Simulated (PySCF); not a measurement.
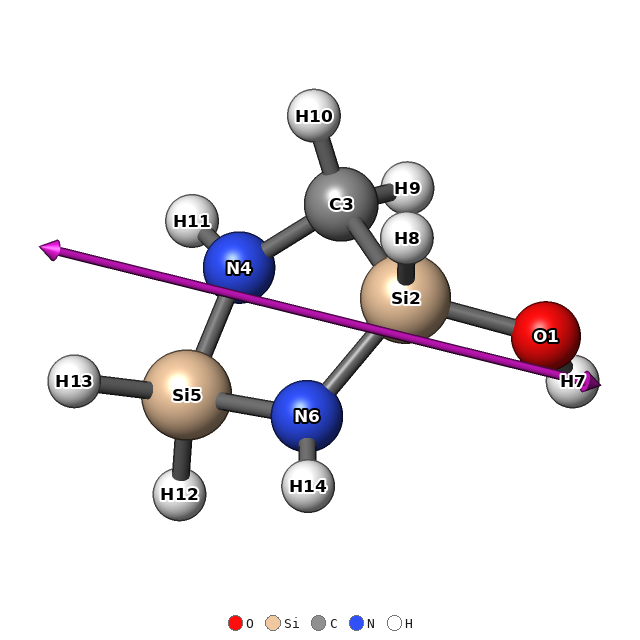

The double arrow shows the direction of the transition dipole to excited singlet state 3 (its length means nothing). The computed structure is the end point of a GFN2-xTB optimisation. No frequency run is at hand to confirm it as a minimum. Properties computed with TDDFT PBE0/def2-SVPD, vertical, gas phase, core orbitals frozen in the response (PySCF 2.14.0).

> Where does the transition lie, and how strong is it?

6.41 eV (193 nm), oscillator strength 0.016, mainly HOMO−1 → LUMO (weight 0.80); transition dipole 0.82 D.

The geometry is semi-empirical. Around Si such bond lengths and angles can be off by a tenth of an ångström or more and by several degrees, and values that hang on the shape move with them.
